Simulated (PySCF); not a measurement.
**BF3K, charge +1, SMILES `[K+].FB(F)F`: what the electrons do**

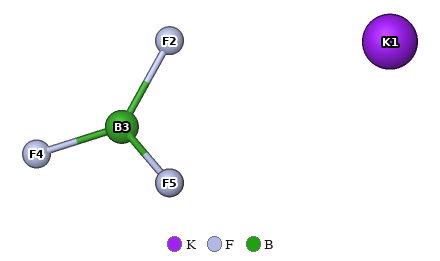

The molecule, with its atoms numbered as below. The pair's geometry is semi-empirical, so its contact may be too short or too long.

Cartesian coordinates (Å):

```
K1      -2.4939   -0.0001    0.0000
F2       0.8089   -1.1036    0.0000
B3       1.5226    0.0002    0.0000
F4       2.8013   -0.0002    0.0000
F5       0.8087    1.1039    0.0000
```

Part 1: Bonding charge

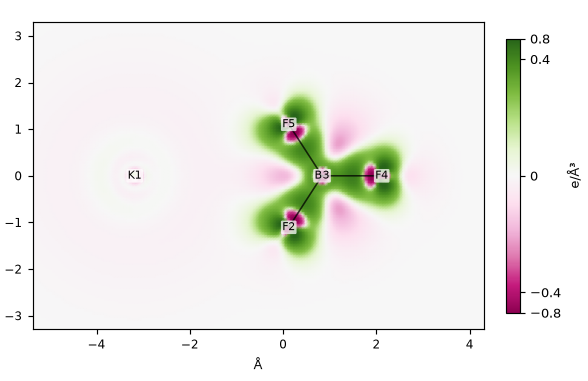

Deformation density (molecule less spherical, spin-averaged free atoms) in the molecular plane; colour scale in e/Å³, logarithmic beyond ±0.1; green: gain, pink: loss.

Method: BP86/def2-SVPD; geometry: GFN2-xTB; program: PySCF.

Q: How much density has each bond in this plane gained at its critical point, relative to the free atoms?

A: B3–F4: +0.35 e/Å³ at the bond critical point (bond length 1.28 Å). F2–B3 and B3–F5: +0.28 e/Å³ at the bond critical point (bond length 1.31 Å). In all, 0.8 electrons gather in the regions of gain relative to the promolecule of neutral atoms (the regions of loss give up this much and the cation's charge besides).

Q: Where do the Hirshfeld charges lie?

A: The highest Hirshfeld charge is on K1 (+0.91 e), the lowest on F2 and F5 (−0.11 e).

Part 2: Bond critical points

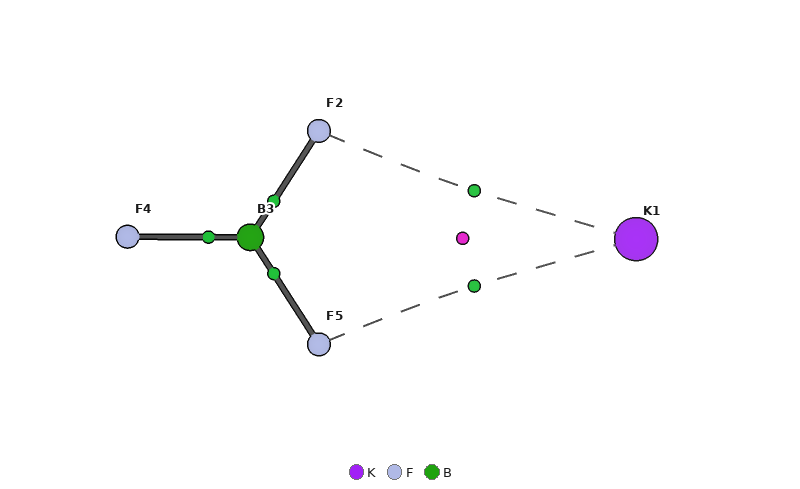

Molecular graph of the electron density (QTAIM): bond paths, bond critical points (green), ring points (magenta, if any); weak paths are dashed.

Q: How many critical points of each kind are there, and does the count close?

A: 5 nuclei, 5 bond, 1 ring and 0 cage critical points: 5 − 5 + 1 − 0 = 1, as the Poincaré–Hopf relation requires.

Q: Give the properties at the bond critical points.

A:
```csv
bond,length (Å),ρ (a.u.),∇²ρ (a.u.),ε,H (a.u.)
B3–F4,1.279,0.226,+1.61,0.00,−0.121
F2–B3 (2 alike),1.314,0.203,+1.35,0.03,−0.109
K1–F2 (2 alike),3.482,0.002,+0.01,0.20,+0.001
```

Q: What kind of interaction is F2–B3?

A: Polar or intermediate (positive Laplacian, negative energy density H): ρ = 0.203, ∇²ρ = +1.35, H = −0.109 a.u.

Q: Are there bond paths between atoms that aren't covalently bonded?

A: Yes: K1–F2 and K1–F5 (3.48 Å, ρ = 0.002).

Part 3: Electrostatic potential

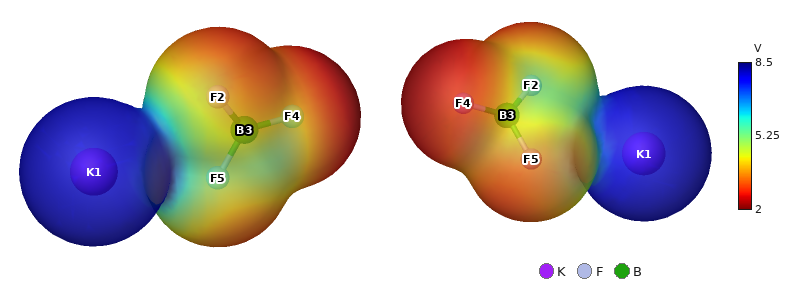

Electrostatic potential on the surface of electron density 0.001 a.u. (back view left, front view right).

Q: Where are the extremes of the potential on the surface?

A: Highest: 8.12 V, off the molecular plane, over K1 (1.7 Å), and at like points elsewhere. Further maxima include 5.51 V, off the molecular plane, over B3 (1.7 Å), and at like points elsewhere. Lowest: 2.21 V, 1.6 Å from F4. Further minima include 2.83 V, 1.7 Å from F5, and at like points elsewhere; 8.07 V, 1.8 Å from K1. The surface is sampled at points, so like sites can differ by a few per cent and only the strongest of them is named.

Part 4: Binding density

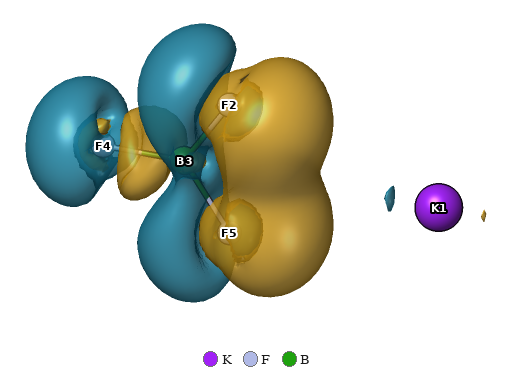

Density of the complex less the densities of the two fragments at the same geometry, ±0.003 e/Å³ (yellow: gain, teal: loss). Fragment A: K(+1) (atom 1); fragment B: BF3.

PySCF calculation, BP86/def2-SVPD, gas phase; geometry: GFN2-xTB.

Q: Which way does charge flow?

A: Hirshfeld charges show 0.011 e passing from B to A. By Hirshfeld charges, electrons gather most on F2 and F5 alike (−0.011 e) and leave F4 most (+0.026 e); 0.10 e is displaced in all.

Q: What is the interaction energy, and which contacts carry it?

A: The counterpoise-corrected interaction energy of the frozen fragments is −3.9 kcal/mol without dispersion correction and −6.0 kcal/mol with D3(BJ). D3 uses neutral-atom coefficients and tends to overbind metal cations. The pair geometry is semi-empirical, not a minimum at this level. Contacts: K1···F2, 3.48 Å, ρ = 0.002 a.u.; K1···F5, 3.48 Å, ρ = 0.002 a.u. The pose is a local one from a semi-empirical search, not shown to be the most stable.
